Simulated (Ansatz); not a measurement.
# A hypothetical structure for YIr3C2

This structure for YIr3C2 is made up. Its elements were placed in a known structure type with a cell scaled to their sizes. What cell does the guess relax to, and how far off was it?

Program: Ansatz 0.2.0. Level of theory: DFT, PBEsol, plane-wave PAW, files of the set soft_1, scalar-relativistic, no spin, cell and ions relaxed at zero pressure; PAW set soft_1. Results are calculated unless marked as measured.

## 1. The structure

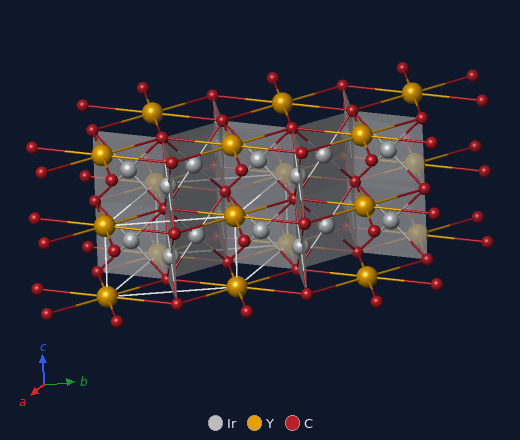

Start, viewed slightly off an axis; iridium light grey, yttrium orange, carbon red. 1×2×2 cells are drawn. Some periodic images of atoms are drawn too.

## 2. Relaxing cell and atoms

The guess takes its coordinates from another compound and its volume from a rule, so the cell and any free coordinates are relaxed together.

input.yaml

```yaml
crystal:
  lattice:
    - [5.57, 0.0, 0.0]
    - [-2.785, 4.823761499, 0.0]
    - [0.0, 0.0, 3.192]
  atoms:
    - { symbol: Ir, position: [0.5, 0.5, 0.5] }
    - { symbol: Ir, position: [0.0, 0.5, 0.5] }
    - { symbol: Ir, position: [0.5, 0.0, 0.5] }
    - { symbol: "Y", position: [0.0, 0.0, 0.0] }
    - { symbol: C, position: [0.333333333, 0.666666667, 0.0] }
    - { symbol: C, position: [0.666666667, 0.333333333, 0.0] }
kpoints:
  mp_grid: { grid: [6, 6, 8] }
scf:
  occupations: { method: fermi_dirac, width: 0.05 }
hamiltonian:
  xc: pbesol
  pseudopotentials: { kind: paw, azcp: { folder: soft_1 }, xc_functional: pbe }
relax:
  f_tol: 0.015
  max_steps: 70
  cell: {}
output:
  forces: true
  stress: true
```

Launch:

```bash
ansatz run input.yaml --threads 4 --pin off --max-ram 10240MiB --backend cpu --events-out ev --progress --plain --runs-dir out
```

Numbers of over 12 decimals in the logs are rounded to 6 here.

The program printed:

```text
Engine: ansatz 0.2.0, aarch64-unknown-linux-gnu
Pseudopotentials: kind: paw
Pseudopotential: Ir, paw, valence charge 17, recommended cutoff 420 eV (normal), soft_1/Ir.paw.azcp
Pseudopotential: Y, paw, valence charge 11, recommended cutoff 420 eV (normal), soft_1/Y.paw.azcp
Pseudopotential: C, paw, valence charge 4, recommended cutoff 420 eV (normal), soft_1/C.paw.azcp
Functional definition: PBEsol
  exchange = pbesol_x
  correlation = pbesol_c
Crystal: 6 atoms, lattice volume = 85.764 Å³
Basis set: ecut = 420 eV, 1691 PW (Γ), exchange–correlation on 80×80×48 points (8 copies of the dense FFT grid, shifted against one another)
Bands: 42, of which v1, the nominal top of the filled ones, is band 35 counted from 1 (34 counted from 0)
Symmetry: 24 space group operations
Space group: P6/mmm (ITA 191), of the structure as read, at distance tolerance 4.4e-5 Å
k-points: 35 of 288
Non-local potential: Ir, projectors of the file, l = 0: 3, l = 1: 2, l = 2: 2, l = 3: 1
Non-local potential: Y, projectors of the file, l = 0: 3, l = 1: 2, l = 2: 2, l = 3: 1
Non-local potential: C, projectors of the file, l = 0: 2, l = 1: 2, l = 2: 1
PAW form: soft (Blöchl's): semilocal exchange-correlation on the pseudo side does not see the compensation charge
PAW frozen core: Ir, regenerated for the run's functional, and the local potential with it (the file was generated under x = pbe(κ = 0.804, μ = 0.219515), c = pbe(β = 0.066725))
PAW frozen core: Y, regenerated for the run's functional, and the local potential with it (the file was generated under x = pbe(κ = 0.804, μ = 0.219515), c = pbe(β = 0.066725))
PAW frozen core: C, regenerated for the run's functional, and the local potential with it (the file was generated under x = pbe(κ = 0.804, μ = 0.219515), c = pbe(β = 0.066725))
PAW one-centre angular grid: Ir, 590 points (default); XC on 64 Gauss nodes
PAW one-centre angular grid: Y, 590 points (default); XC on 64 Gauss nodes
PAW one-centre angular grid: C, 110 points (default); XC on 64 Gauss nodes
Initial density: superposition of atomic densities (chi_scale 0.1, normalization cell, long waves kept (reshape's long-wave potential 0.00 eV rms))
Initial wavefunctions: pseudopotential atomic-orbital guess
Functional: x = pbesol(κ = 0.804, μ = 0.123457), c = pbesol(β = 0.046)
SCF iter   1: F=—  HF=-39691.755884 eV  |F-HF|=—  |Δ(HF+E_count)|=         —  Δρ=9.87e-2  dr2=2.21e1  ethr=3.10e-3  ⟨swp⟩=6.0  Hψ=4769  notcnv=0
preconditioner: auto → Kerker (q_TF=auto, 2.637 Å⁻¹)  [metal: Δε(μ)=0.031 eV  Ē_g=9.002 eV  σ=0.050 eV  W_gap=0.16  n_scr=32 (ndim 8)  ℏωp=26.6 eV  f_vac=0.000  D(μ)=3.65/eV (n_scr^D=32)]
SCF iter   2: F=—  HF=-39689.460407 eV  |F-HF|=—  |Δ(HF+E_count)|=    2.30e0  Δρ=5.30e-2  dr2=7.38e0  ethr=3.10e-3  ⟨swp⟩=2.1  Hψ=2426  notcnv=0  defer=4
SCF iter   3: F=—  HF=-39688.561786 eV  |F-HF|=—  |Δ(HF+E_count)|=   8.99e-1  Δρ=1.54e-2  dr2=1.82e-1  ethr=3.10e-3  ⟨swp⟩=3.0  Hψ=3069  notcnv=0  defer=7
SCF iter   4: F=—  HF=-39688.528127 eV  |F-HF|=—  |Δ(HF+E_count)|=   3.37e-2  Δρ=4.14e-3  dr2=1.81e-2  ethr=2.60e-4  ⟨swp⟩=2.8  Hψ=2337  notcnv=0  defer=12
SCF iter   5: F=—  HF=-39688.525778 eV  |F-HF|=—  |Δ(HF+E_count)|=   2.35e-3  Δρ=1.15e-3  dr2=1.56e-3  ethr=2.59e-5  ⟨swp⟩=2.0  Hψ=1809  notcnv=0  defer=12
SCF iter   6: F=—  HF=-39688.525611 eV  |F-HF|=—  |Δ(HF+E_count)|=   1.67e-4  Δρ=3.08e-4  dr2=1.19e-4  ethr=2.22e-6  ⟨swp⟩=2.1  Hψ=2113  notcnv=0  defer=12
SCF iter   7: F=—  HF=-39688.525592 eV  |F-HF|=—  |Δ(HF+E_count)|=   1.91e-5  Δρ=7.05e-5  dr2=1.07e-5  ethr=1.70e-7  ⟨swp⟩=2.0  Hψ=1853  notcnv=0  defer=12
SCF iter   8: F=—  HF=-39688.525586 eV  |F-HF|=—  |Δ(HF+E_count)|=   5.96e-6  Δρ=1.28e-5  dr2=2.30e-7  ethr=1.52e-8  ⟨swp⟩=1.9  Hψ=1795  notcnv=0  defer=12
SCF iter   9: F=-39688.525586 eV  HF=-39688.525586 eV  |F-HF|=9.70e-9  |Δ(HF+E_count)|=   4.92e-8  Δρ=2.75e-6  dr2=1.31e-8  ethr=1.43e-10  ⟨swp⟩=4.0  Hψ=4811  notcnv=0
SCF 1 converged in 9 iterations: F = -39688.525586 eV  dr2 = 1.31e-8
  greatest PAW one-centre occupation: 1.000 electrons in one spin orbital (limit 2), on the Ir atom at site 2 (counted from 0), in its partial waves of l = 0
relax step   1: F+E_penalty+E_count = -39688.52558615 eV  Δ(F+E_penalty+E_count) = +0.000e0 eV  max|allowed force component| = 1.480e-16 eV/Å  Δτ_max = 0.0000 Å  P = -24.851 GPa  Ω = 85.764 Å³  (9 SCF iters, dr2 threshold 1.00e-7 eV, accepted)
Crystal: 6 atoms, lattice volume = 75.208 Å³
Basis set: ecut = 420 eV, 1457 PW (Γ), exchange–correlation on 80×80×48 points (8 copies of the dense FFT grid, shifted against one another)
Initial density: handed on by an earlier stage of this run
Initial wavefunctions: those handed on with the density
iter 1 solved again at ethr=1.04e-3 eV; its pass at ethr=3.10e-3 eV (dr2=7.30e-1 eV) is discarded
SCF iter   1: F=—  HF=-39689.412013 eV  |F-HF|=—  |Δ(HF+E_count)|=         —  Δρ=2.18e-2  dr2=7.33e-1  ethr=1.04e-3  ⟨swp⟩=1.1  Hψ=7991  notcnv=0
preconditioner: auto → Kerker (q_TF=auto, 2.696 Å⁻¹)  [metal: Δε(μ)=0.027 eV  Ē_g=9.940 eV  σ=0.050 eV  W_gap=0.13  n_scr=26 (ndim 8)  ℏωp=28.4 eV  f_vac=0.000  D(μ)=4.30/eV (n_scr^D=44)]
SCF iter   2: F=—  HF=-39689.325344 eV  |F-HF|=—  |Δ(HF+E_count)|=   8.67e-2  Δρ=1.04e-2  dr2=1.86e-1  ethr=1.04e-3  ⟨swp⟩=2.0  Hψ=1627  notcnv=0
SCF iter   3: F=—  HF=-39689.292367 eV  |F-HF|=—  |Δ(HF+E_count)|=   3.30e-2  Δρ=2.13e-3  dr2=9.13e-3  ethr=2.66e-4  ⟨swp⟩=2.1  Hψ=2016  notcnv=0
SCF iter   4: F=—  HF=-39689.290494 eV  |F-HF|=—  |Δ(HF+E_count)|=   1.87e-3  Δρ=6.50e-4  dr2=3.94e-4  ethr=1.30e-5  ⟨swp⟩=1.9  Hψ=1870  notcnv=0
SCF iter   5: F=—  HF=-39689.290427 eV  |F-HF|=—  |Δ(HF+E_count)|=   6.74e-5  Δρ=1.44e-4  dr2=1.97e-5  ethr=5.63e-7  ⟨swp⟩=2.3  Hψ=2081  notcnv=0
SCF iter   6: F=—  HF=-39689.290423 eV  |F-HF|=—  |Δ(HF+E_count)|=   3.71e-6  Δρ=3.24e-5  dr2=1.10e-6  ethr=2.81e-8  ⟨swp⟩=2.0  Hψ=2148  notcnv=0
SCF iter   7: F=-39689.290423 eV  HF=-39689.290423 eV  |F-HF|=1.49e-8  |Δ(HF+E_count)|=   1.95e-7  Δρ=6.12e-6  dr2=3.56e-8  ethr=8.57e-10  ⟨swp⟩=4.0  Hψ=4755  notcnv=0
SCF 2 converged in 7 iterations: F = -39689.290423 eV  dr2 = 3.56e-8
relax step   2: F+E_penalty+E_count = -39689.29042296 eV  Δ(F+E_penalty+E_count) = -7.648e-1 eV  max|allowed force component| = 1.850e-16 eV/Å  Δτ_max = 0.0000 Å  P = +5.859 GPa  Ω = 75.208 Å³  energy of the carried Pulay correction = +7.123e-3 eV  (7 SCF iters, dr2 threshold 6.00e-7 eV, accepted)
Crystal: 6 atoms, lattice volume = 77.034 Å³
Basis set: ecut = 420 eV, 1517 PW (Γ), exchange–correlation on 80×80×48 points (8 copies of the dense FFT grid, shifted against one another)
iter 1 solved again at ethr=2.01e-5 eV; its pass at ethr=3.10e-3 eV (dr2=1.41e-2 eV) is discarded
SCF iter   1: F=—  HF=-39689.321413 eV  |F-HF|=—  |Δ(HF+E_count)|=         —  Δρ=3.61e-3  dr2=1.59e-2  ethr=2.01e-5  ⟨swp⟩=1.3  Hψ=6568  notcnv=0
preconditioner: auto → Kerker (q_TF=auto, 2.685 Å⁻¹)  [metal: Δε(μ)=0.061 eV  Ē_g=9.824 eV  σ=0.050 eV  W_gap=0.29  n_scr=26 (ndim 8)  ℏωp=28.1 eV  f_vac=0.000  D(μ)=2.69/eV (n_scr^D=26)]
SCF iter   2: F=—  HF=-39689.319159 eV  |F-HF|=—  |Δ(HF+E_count)|=   2.25e-3  Δρ=1.71e-3  dr2=3.73e-3  ethr=2.01e-5  ⟨swp⟩=1.3  Hψ=1486  notcnv=0
SCF iter   3: F=—  HF=-39689.318420 eV  |F-HF|=—  |Δ(HF+E_count)|=   7.39e-4  Δρ=3.21e-4  dr2=1.05e-4  ethr=5.33e-6  ⟨swp⟩=2.0  Hψ=2003  notcnv=0
SCF iter   4: F=—  HF=-39689.318399 eV  |F-HF|=—  |Δ(HF+E_count)|=   2.08e-5  Δρ=7.51e-5  dr2=4.77e-6  ethr=1.50e-7  ⟨swp⟩=2.1  Hψ=2031  notcnv=0
iter 5 did not close the SCF: its close was put off for the readings that it lacked (scf_convergence_deferred on its scf_iter line)
SCF iter   5: F=-39689.318399 eV  HF=-39689.318399 eV  |F-HF|=8.52e-8  |Δ(HF+E_count)|=   5.35e-7  Δρ=1.71e-5  dr2=2.36e-7  ethr=6.82e-9  ⟨swp⟩=2.0  Hψ=2177  notcnv=0
SCF iter   6: F=-39689.318399 eV  HF=-39689.318399 eV  |F-HF|=6.12e-9  |Δ(HF+E_count)|=   2.89e-8  Δρ=3.71e-6  dr2=1.46e-8  ethr=3.37e-10  ⟨swp⟩=2.1  Hψ=4987  notcnv=0
SCF 3 converged in 6 iterations: F = -39689.318399 eV  dr2 = 1.46e-8
relax step   3: F+E_penalty+E_count = -39689.31839880 eV  Δ(F+E_penalty+E_count) = -2.798e-2 eV  max|allowed force component| = 7.401e-17 eV/Å  Δτ_max = 0.0000 Å  P = -1.334 GPa  Ω = 77.034 Å³  energy of the carried Pulay correction = +5.821e-3 eV  (6 SCF iters, dr2 threshold 6.00e-7 eV, accepted)
[...]
relax step   4: F+E_penalty+E_count = -39689.32016060 eV  Δ(F+E_penalty+E_count) = -1.762e-3 eV  max|allowed force component| = 7.401e-17 eV/Å  Δτ_max = 0.0000 Å  P = -0.009 GPa  Ω = 76.677 Å³  energy of the carried Pulay correction = +6.072e-3 eV  (6 SCF iters, dr2 threshold 6.00e-7 eV, accepted)
[...]
relax step   5: F+E_penalty+E_count = -39689.31519921 eV  Δ(F+E_penalty+E_count) = +4.961e-3 eV  max|allowed force component| = 7.401e-17 eV/Å  Δτ_max = 0.0000 Å  P = -0.046 GPa  Ω = 76.677 Å³  stress off target by 5.04e-2 GPa  SCF on the basis re-selected at this cell (its energy is not comparable with the rows above)  (6 SCF iters)
[...]
relax step   6: F+E_penalty+E_count = -39689.31521105 eV  Δ(F+E_penalty+E_count) = -1.183e-5 eV  max|allowed force component| = 1.480e-16 eV/Å  Δτ_max = 0.0000 Å  P = -0.000 GPa  Ω = 76.665 Å³  energy of the carried Pulay correction = +9.975e-6 eV  (6 SCF iters, dr2 threshold 6.34e-9 eV, accepted)
iter 1 solved again at ethr=2.73e-8 eV; its pass at ethr=3.10e-3 eV (dr2=1.91e-5 eV) is discarded
SCF iter   1: F=—  HF=-39689.315220 eV  |F-HF|=—  |Δ(HF+E_count)|=         —  Δρ=3.91e-7  dr2=5.52e-11  ethr=2.73e-8  ⟨swp⟩=4.0  Hψ=9334  notcnv=0
eigensolver tolerance schedule: the retry pair's looser diagonalisation over-reported the residual by 346364.81 of it (diagonalisation noise at an unbounded share of the residual, at the tolerance the schedule requests for it); recorded, not acted on — ethr = c·dr2/N_el stays at c = 1.0e-1
SCF iter   2: F=—  HF=-39689.315207 eV  |F-HF|=—  |Δ(HF+E_count)|=   1.30e-5  Δρ=2.00e-7  dr2=9.33e-12  ethr=1.00e-12  ⟨swp⟩=3.1  Hψ=3753  notcnv=0
iter 3 did not close the SCF: its close was put off for the readings that it lacked (scf_convergence_deferred on its scf_iter line)
SCF iter   3: F=-39689.315207 eV  HF=-39689.315207 eV  |F-HF|=1.46e-11  |Δ(HF+E_count)|=  1.46e-11  Δρ=1.35e-7  dr2=4.45e-12  ethr=1.00e-12  ⟨swp⟩=1.0  Hψ=1470  notcnv=0
iter 4 did not close the SCF: its close was put off for the readings that it lacked (scf_convergence_deferred on its scf_iter line)
SCF iter   4: F=-39689.315207 eV  HF=-39689.315207 eV  |F-HF|=7.28e-12  |Δ(HF+E_count)|=  1.46e-11  Δρ=1.05e-8  dr2=1.06e-13  ethr=1.00e-12  ⟨swp⟩=1.0  Hψ=1470  notcnv=0
iter 5 did not close the SCF: its close was put off for the readings that it lacked (scf_convergence_deferred on its scf_iter line)
SCF iter   5: F=-39689.315207 eV  HF=-39689.315207 eV  |F-HF|=1.46e-11  |Δ(HF+E_count)|=  7.28e-12  Δρ=4.31e-9  dr2=1.26e-14  ethr=1.00e-12  ⟨swp⟩=1.0  Hψ=1470  notcnv=0
iter 6 did not close the SCF: its close was put off for the readings that it lacked (scf_convergence_deferred on its scf_iter line)
SCF iter   6: F=-39689.315207 eV  HF=-39689.315207 eV  |F-HF|=0.00e0  |Δ(HF+E_count)|=  7.28e-12  Δρ=2.02e-9  dr2=2.39e-15  ethr=1.00e-12  ⟨swp⟩=1.0  Hψ=1470  notcnv=0
SCF iter   7: F=-39689.315207 eV  HF=-39689.315207 eV  |F-HF|=7.28e-12  |Δ(HF+E_count)|=  7.28e-12  Δρ=1.02e-9  dr2=5.11e-16  ethr=1.00e-12  ⟨swp⟩=1.0  Hψ=3080  notcnv=0
SCF 7 converged in 7 iterations: F = -39689.315207 eV  dr2 = 5.11e-16
relax step   7: F+E_penalty+E_count = -39689.31520673 eV  Δ(F+E_penalty+E_count) = +4.319e-6 eV  max|allowed force component| = 1.480e-16 eV/Å  Δτ_max = 0.0000 Å  P = -0.000 GPa  Ω = 76.665 Å³  stress off target by 1.89e-4 GPa  SCF on the basis re-selected at this cell (its energy is not comparable with the rows above)  (7 SCF iters)
basis re-selected at this cell: Δ(F+E_penalty+E_count) = +4.319e-6 eV, ΔP = -0.000 GPa vs the last step (what re-selecting the basis moved, of the pressure what is left beyond the Pulay correction that the steps carried, after the strain that the cell walked since its last selection, with what the two solves' SCF thresholds leave and, on support functions, any second-order correction that the steps lacked; it is no m [...]
SCF converged after 7 iterations
Free energy (F): -39689.315207 eV
Harris-Foulkes:  -39689.315207 eV  (|F-HF|=7.28e-12)
Internal energy: -39689.292047 eV  (E = F + TS)
E sigma→0 (E₀):  -39689.303627 eV
Entropy (-TS):   -0.023159 eV (-3.860 meV/atom)
Fermi energy:    20.792647 eV
--- Per-component energies (eV) ---
  E_band       = -419.585054
  E_kinetic    = 2115.332374
  E_local      = -4936.197740  (includes V_loc(G=0)·N_el)
  E_nonlocal   = 653.942979
  E_hartree    = 1872.720036
  E_xc         = -961.222232
  E_vxc        = -1094.316084  (∫ρ·V_xc dr)
  E_paw        = -30345.807511  (= ΣΔE_a)
  E_vpaw       = -903.787733  (= ΣTr[D̂ρ^β])
  E_aug_tail   = 0.001077  (compensation charges beyond the density's cutoff)
  E_ewald      = -8089.048049
  E_core_change = 0.987019  (= ΣΔE_core)
  E_smearing   = -0.023159  (= −TS)
  E_closure    = 0.000000  (closes the sum)
  Σ components = -39689.315207   (vs F -39689.315207, Δ=0.00e0)
--- Forces (eV/Å), atoms counted from 1 ---
  atom   1  Ir     0.00000000     0.00000000     0.00000000
  atom   2  Ir     0.00000000    -0.00000000     0.00000000
  atom   3  Ir     0.00000000    -0.00000000     0.00000000
  atom   4  Y     -0.00000000    -0.00000000     0.00000000
  atom   5  C      0.00000000     0.00000000     0.00000000
  atom   6  C      0.00000000    -0.00000000     0.00000000
  max |Σ_I F_I| component: 9.74e-30 eV/Å
--- Stress (GPa, compression-positive) ---
       -0.000189      -0.000000       0.000000
       -0.000000      -0.000189       0.000000
        0.000000       0.000000      -0.000141
  P = ⅓ Tr σ = -0.0002 GPa (-0.002 kbar)
--- Relaxed structure (5 steps of the walk, 5 accepted, 2 SCFs on fresh bases) ---
  F+E_penalty+E_count = -39689.31520673 eV   max|allowed force component| = 1.480e-16 eV/Å   (the final SCF, on the basis selected at the relaxed cell)
  cell:  # Å, volume = 76.6653 Å³
    - [5.346581, 0, 0.0]
    - [-2.673291, 4.630275, 0.0]
    - [0.0, 0.0, 3.096817]
  atoms:
    - { symbol: Ir, position: [0.5, 0.5, 0.5] }
    - { symbol: Ir, position: [0.0, 0.5, 0.5] }
    - { symbol: Ir, position: [0.5, 0, 0.5] }
    - { symbol: Y, position: [0, 0, 0.0] }
    - { symbol: C, position: [0.333333, 0.666667, 0.0] }
    - { symbol: C, position: [0.666667, 0.333333, 0.0] }
```

The job ended after 14 s (4 threads of Arm Neoverse V1, shared host; peak memory 0.48 GiB).

Relaxation path:

| step | energy less that of the first step (eV) | largest force component (eV/Å) | pressure (GPa) | volume (Å³) |
| --- | --- | --- | --- | --- |
| 1 | 0.0000 | 0.0000 | -24.85 | 85.76 |
| 2 | -0.7648 | 0.0000 | 5.86 | 75.21 |
| 3 | -0.7928 | 0.0000 | -1.33 | 77.03 |
| 4 | -0.7946 | 0.0000 | -0.01 | 76.68 |
| 5* | -0.7896 | 0.0000 | -0.05 | 76.68 |
| 6 | -0.7896 | 0.0000 | 0.00 | 76.67 |
| 7* | -0.7896 | 0.0000 | 0.00 | 76.67 |

Relaxation steps marked * repeat the geometry before them on a plane-wave basis chosen anew for their cell, so energy and pressure can jump there.

The run keeps the 24 symmetry operations that it works with, so distortions that break them were not tested.

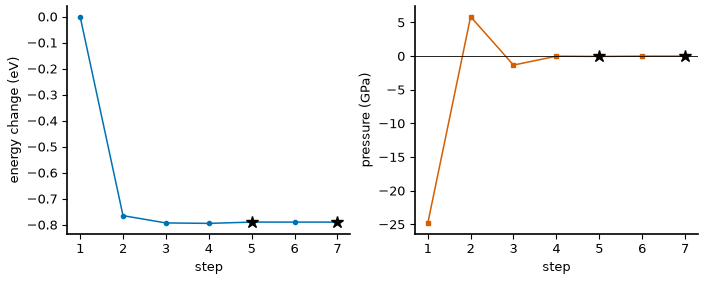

Energy and pressure along the relaxation. Stars mark steps on a basis chosen anew.

| conventional cell, symmetrised | before | after | change |
| --- | --- | --- | --- |
| a (Å) | 5.570 | 5.347 | -4.0 % |
| b (Å) | 5.570 | 5.347 | -4.0 % |
| c (Å) | 3.192 | 3.097 | -3.0 % |
| volume (Å³/atom) | 14.29 | 12.78 | -10.6 % |

The relaxed structure:

```xyz
6
Lattice="5.3466 0.0000 0.0000 -2.6733 4.6303 0.0000 0.0000 0.0000 3.0968" Properties=species:S:1:pos:R:3 pbc="T T T"
Ir    1.3366    2.3151    1.5484
Ir   -1.3366    2.3151    1.5484
Ir    2.6733    0.0000    1.5484
Y     0.0000    0.0000    0.0000
C     0.0000    3.0869    0.0000
C     2.6733    1.5434    0.0000
```

Numbers from this step:

```yaml
free_energy: -39689.3152 eV
energy_at_zero_smearing: -39689.3036 eV
smearing_term_ts: 0.02316 eV
fermi_energy: 20.79 eV
electrons: 70
symmetry_operations: 24
pressure: -1.73e-4 GPa
```

Shortest distances by pair of elements, guess and relaxed (not always the same contact):

| pair | guess (Å) | relaxed (Å) |
| --- | --- | --- |
| C–Ir | 2.266 | 2.186 |
| Ir–Ir | 2.785 | 2.673 |
| C–Y | 3.216 | 3.087 |
| C–C | 3.192 | 3.087 |
| Ir–Y | 3.210 | 3.089 |

The relaxation ends with a pressure of 0.00 GPa.

## 3. Results

| Property | Result |
| --- | --- |
| space group, relaxed | P6/mmm |
| conventional cell | a = 5.347, b = 5.347, c = 3.097 Å; α = 90.0°, β = 90.0°, γ = 120.0° |
| volume per atom | 12.78 Å³ (guess 14.29) |

**Reading.** YIr3C2 relaxes to P6/mmm with a = 5.347, b = 5.347 and c = 3.097 Å. The guessed volume was 12 % too large. The space group P6/mmm was held in the relaxation, so the end point is a stationary structure within it and may be a saddle against distortions or other arrangements. Mesh and cutoff weren't tested. Spin-orbit coupling is left out, which can matter for elements this heavy. No dispersion term is used, so weakly bound directions may come out too long. The runs have no spin, and magnetism wasn't tested. Nothing here tests whether the compound is stable against decomposition.

[Logs are printed without paths, hosts, clocks, repeated set-up lines and the standing remarks that a program may print on its own settings, such as how far it seeks lower states.]

[Hosts, paths, dates, database ids (printed as entryN), source tags and the programs' standing remarks are cut or masked in the printed files.]
